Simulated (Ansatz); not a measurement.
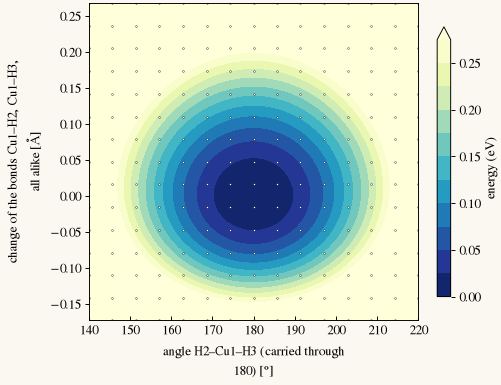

[CuH2]-, charge −1. 
- First axis: angle H2–Cu1–H3 (carried through 180). Second axis: change of the bonds Cu1–H2, Cu1–H3, all alike.
- Nothing is relaxed (all other coordinates rigid).
- The grid has 15 × 15 points; 120 points were computed and 105 follow by symmetry.
- Points are written as (first, second).
- Energies are in eV, from the relaxed molecule at the same level.
- Computed with RKS PBE0-D4/def2-TZVPD in Ansatz.

The picture shows filled contours, dots at the grid points, one colour for all values above the top of the scale. Between grid points the surface is interpolated.

Q: Estimate the position of the minimum and the force constants in these coordinates.

A: The interpolated minimum is at the first coordinate ≈ 180.0°, the second coordinate ≈ 0.000 Å. The curvatures there are about 1.7 eV/rad² and 19 eV/Å², with a cross term of about 0 eV/(rad·Å). Round the minimum the two coordinates are nearly uncoupled.
